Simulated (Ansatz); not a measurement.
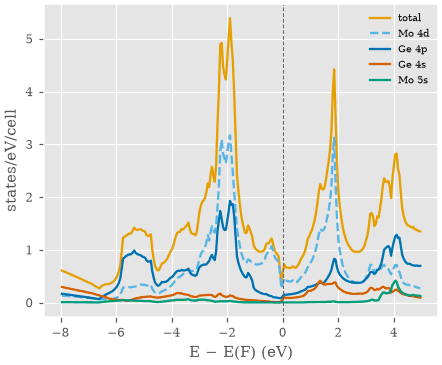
Total and projected density of states of Ge$_{2}$Mo (MoSi2 or CaC2 type, I4/mmm), plane-wave PAW PBEsol (Ansatz code)

**Question.** Which orbitals carry the states next to the Fermi level?

**Answer.** Within 0.5 eV of the Fermi level: Mo 4d 75 %, Ge 4p 16 %, Ge 4s 7 %. Projections are on Löwdin-orthogonalised atomic valence shells; empty p or d shells of many metals are not among them.

**Question.** Where is the tallest occupied peak in this window, and what makes it?

**Answer.** Near -1.9 eV, about 5.4 states/eV per cell; the largest projected share is Mo 4d.

The first step of the workflow began from a Materials Project structure, measured or hypothetical; the Crystallography Open Database copy checked does not list it. COD files the formula under space group No. 62, so this cell is another polymorph or a model. Its standing as an ambient phase is unchecked. The cell was relaxed with PBEsol under the symmetry of its start; of distortions, only those at the zone centre were tested. No spin polarisation was allowed. Scalar-relativistic: spin–orbit coupling is off unless named, which matters more the heavier the elements.

Potentials: the later of the program's two PAW sets.
